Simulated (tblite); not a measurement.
C3H11BSSi2: frequency calculation

- system: C3H11BSSi2, SMILES BC1([SiH2]S[SiH3])CC1
- method: GFN2-xTB harmonic vibrations, gas phase (tblite 0.8.0)

It belongs to a series of runs on one base structure; here: terminal C group replaced by H.

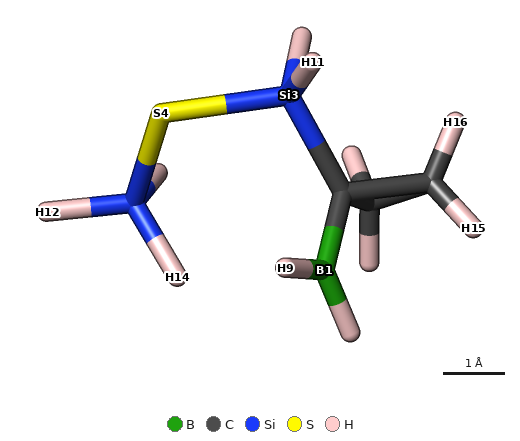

The input geometry (stick view, seen on its broad side; atoms are numbered from 1 in the order of the input). Bond lengths as drawn: B–C 1.54 Å, B–H 1.17 Å, C–C 1.47 to 1.53 Å, C–H 1.08 Å, C–Si 1.89 Å, H–Si 1.45 to 1.47 Å and S–Si 2.14 to 2.15 Å.

## Input file
```
{"job": {"kind": "ir", "xc": "GFN2-xTB", "basis": "xTB"}, "charge": 0, "multiplicity": 1}
B     -1.049406     1.200781     0.898936
C     -0.840843    -0.062572     0.035412
Si     0.125141    -1.535372     0.714313
S      1.972744    -0.911154     1.627976
Si     2.639531     0.723914     0.416595
C     -2.005747    -0.439926    -0.881816
C     -0.778095     0.115640    -1.479735
H     -1.503954     2.167661     0.417695
H     -0.775988     1.196996     2.036626
H      0.471512    -2.449809    -0.377484
H     -0.574217    -2.226844     1.790257
H      3.905399     1.092395     1.025263
H      2.804359     0.261862    -0.958477
H      1.644595     1.790291     0.477372
H     -2.890589     0.177992    -0.845006
H     -2.217786    -1.491905    -1.004639
H     -0.803383     1.123423    -1.867165
H     -0.132033    -0.547049    -2.037780
```

The first line tells a small driver script what to run in tblite; the rest is the geometry in Å.

Launch command:
```bash
OMP_NUM_THREADS=1 python <driver script> task.json out
```

## What the program printed
```
mode    cm-1     km/mol
  1      31.8      3.91
  2      41.2      0.02
  3      84.3      2.34
  4     116.0      0.55
  5     141.5      1.34
  6     185.4      0.26
  7     238.8      0.35
  8     248.7      0.86
  9     293.2      1.36
 10     314.3      5.66
 11     471.5     19.93
 12     482.6     29.68
 13     510.8    137.84
 14     528.8     59.88
 15     559.9     55.29
 16     582.5     11.59
 17     606.5      7.15
 18     711.4    374.09
 19     753.4     96.88
 20     764.9    165.70
 21     772.6    452.58
 22     792.1    276.89
 23     803.8      9.21
 24     815.0     22.94
 25     822.7    170.28
 26     883.8     40.50
 27     907.8     27.32
 28     946.0      1.94
 29    1035.3     88.04
 30    1056.5      1.52
 31    1066.0      0.63
 32    1149.8      0.31
 33    1171.8      5.97
 34    1239.3     88.11
 35    1328.9     37.93
 36    1444.6      0.08
 37    1485.6      1.18
 38    2233.2    216.39
 39    2278.7    354.68
 40    2291.0    134.73
 41    2312.8    237.32
 42    2363.9    193.34
 43    2621.0    108.67
 44    2657.6    128.32
 45    3069.0     13.63
 46    3077.2     13.32
 47    3082.8     23.79
 48    3094.0     50.10
```

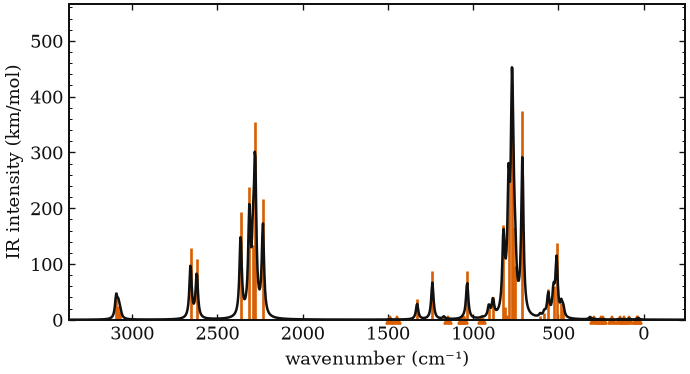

Harmonic infrared spectrum, unscaled: sticks (degenerate modes added up, dark ones marked on the axis) with a Lorentzian envelope of 16 cm⁻¹ full width, scaled to the tallest stick. 48 modes from 32 to 3094 cm⁻¹, none imaginary. The strongest line is at 773 cm⁻¹ (453 km/mol).

## Results in brief

| quantity | value |
| --- | --- |
| outcome | converged |
| total energy | −543.9565 eV |
| zero-point energy | 77.8690 kcal/mol |
| hardware | 1 CPU thread, shared host |
| wall time | 0.67 s |
| peak memory | 0.18 GiB |
